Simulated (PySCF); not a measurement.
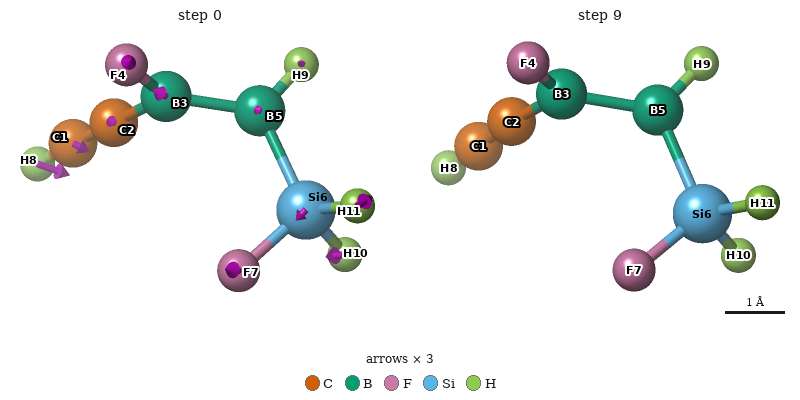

The structure of C$_{2}$H$_{4}$B$_{2}$F$_{2}$Si before (left) and after (right) a relaxation, at one scale. The purple arrows give the displacements, 3 times their true length.

A ball-and-stick model, seen at a tilt.

The start comes from GFN2-xTB. Its atoms were then displaced at random by about 0.01 Å.

Level of theory: PySCF, PBE0-D3(BJ)/def2-SVP geometry optimisation, gas phase. 

What changed between the two?

The energy falls by 21.2 kJ/mol in 9 geometry steps. The atom that moves furthest after the best rigid fit is H8 (0.22 Å). Largest moves by element: H 0.22 Å, F 0.14 Å, B 0.11 Å, C 0.11 Å, Si 0.09 Å. Some distances before and after: B3–B5 1.627 → 1.680 Å, B5–H9 1.162 → 1.210 Å, B5–Si6 1.961 → 2.004 Å, Si6–H10 1.455 → 1.495 Å. Bond angles that change, for instance: C2–B3–F4 113.7° → 120.3°, F7–Si6–H10 101.7° → 107.4°, B5–Si6–H11 115.7° → 110.1°. The run took 60 s on 1 thread of Arm Neoverse V1 (shared host).
